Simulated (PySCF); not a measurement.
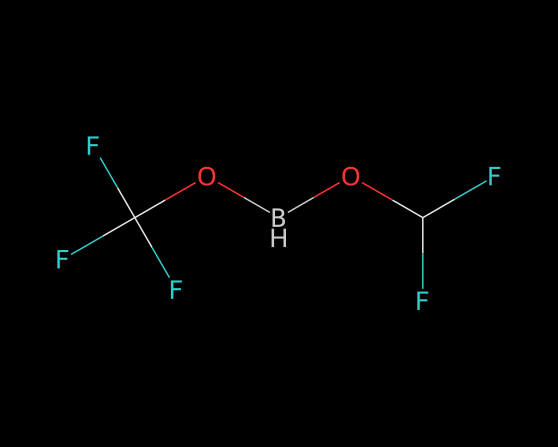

2D structure.

Question: Give its SMILES.

Answer: FC(F)OBOC(F)(F)F

Question: Give the formula, hydrogens included.

Answer: C2H2BF5O2.

Question: An optimisation with GFN2-xTB gave a structure of which point group?

Answer: C1. Other conformers may differ.

The parts below concern this one geometry. Atoms keep their numbers from picture to picture. Computed geometry: GFN2-xTB optimisation. No frequency run is at hand to confirm it as a minimum.

### Geometry

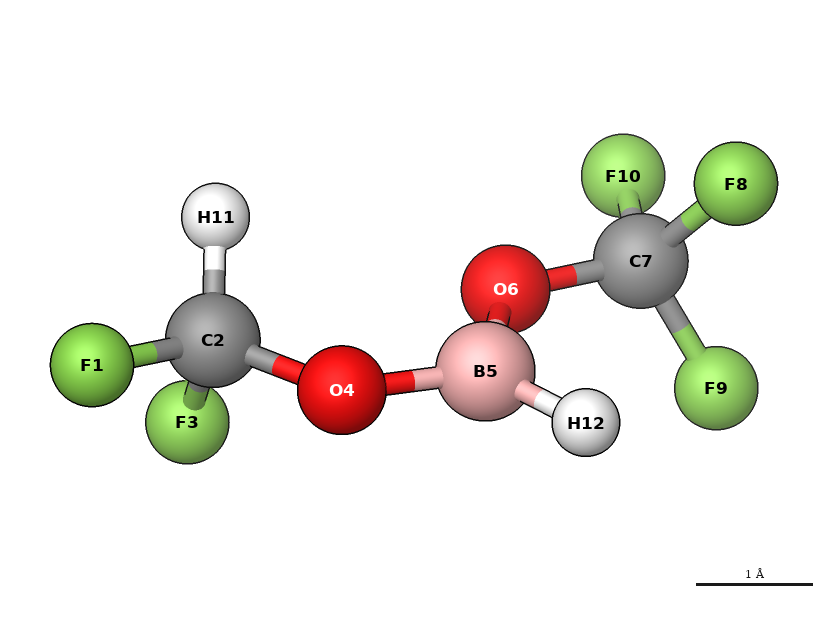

Atoms carry their numbers in the input. No frequency run is at hand to confirm it as a minimum.

Which atoms are bonded, and how long are the bonds?

| bond | length (Å) | order |
| --- | --- | --- |
| F1–C2 | 1.339 | single |
| C2–F3 | 1.345 | single |
| C2–O4 | 1.363 | single |
| C2–H11 | 1.104 | single |
| O4–B5 | 1.334 | single |
| B5–O6 | 1.382 | single |
| B5–H12 | 1.166 | single |
| O6–C7 | 1.321 | single |
| C7–F8 | 1.341 | single |
| C7–F9 | 1.337 | single |
| C7–F10 | 1.328 | single |

### Electronic properties

No frequency run is at hand to confirm it as a minimum. Method: PBE0/pcSseg-1, gas phase (PySCF 2.14.0).

Question: What is the dipole moment?

Answer: 1.10 D.

Question: What is the LUMO energy (Kohn–Sham orbital)?

Answer: −0.72 eV.

Question: Estimate the HOMO energy (Kohn–Sham orbital).

Answer: −10.61 eV.

### NMR shielding

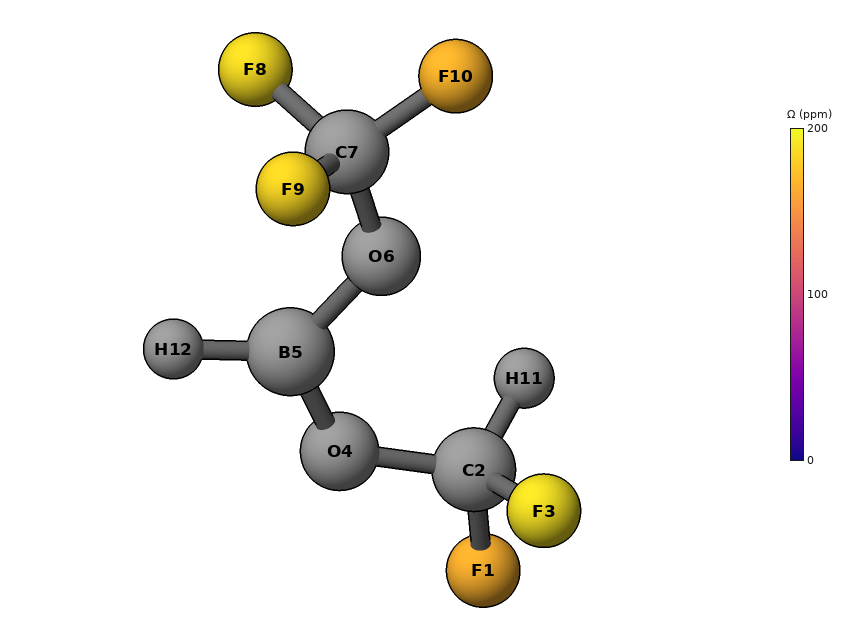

The F atoms are coloured by the span of their shielding tensor. No frequency run is at hand to confirm it as a minimum. Level of theory: GIAO PBE0/pcSseg-1 NMR shielding, non-relativistic, gas phase (PySCF 2.14.0). Principal shieldings σ11 ≤ σ22 ≤ σ33, span Ω = σ33 − σ11, skew κ = 3(σiso − σ22)/Ω.

Give the shielding tensors of the F atoms.

```
atom    σ11    σ22    σ33   σiso      Ω      κ
  F1  182.8  294.2  348.9  275.3  166.1  −0.34
  F3  153.7  270.2  344.1  256.0  190.4  −0.22
  F8  166.1  175.3  353.9  231.8  187.8   0.90
  F9  166.6  178.8  351.6  232.3  185.0   0.87
 F10  182.9  199.4  351.1  244.5  168.2   0.80
```

Shieldings and span in ppm.

### Quadrupole coupling

No frequency run is at hand to confirm it as a minimum. Electric field gradients from the ground-state density, PBE0/pcSseg-1 (PySCF 2.14.0), non-relativistic apart from any core potentials.

Give the largest field-gradient component, the quadrupole coupling constant and the asymmetry for 17O at O4 (Q = −25.6 mb), 11B at B5 (Q = 40.59 mb), 17O at O6 (Q = −25.6 mb).

```tsv
atom	V_zz (a.u.)	e²qQ/h (MHz)	η
O4	1.495	−8.99	0.09
B5	0.377	3.59	0.63
O6	1.602	−9.64	0.11
```

The geometry is semi-empirical. Around B such bond lengths and angles can be off by a tenth of an ångström or more and by several degrees, and values that hang on the shape move with them.
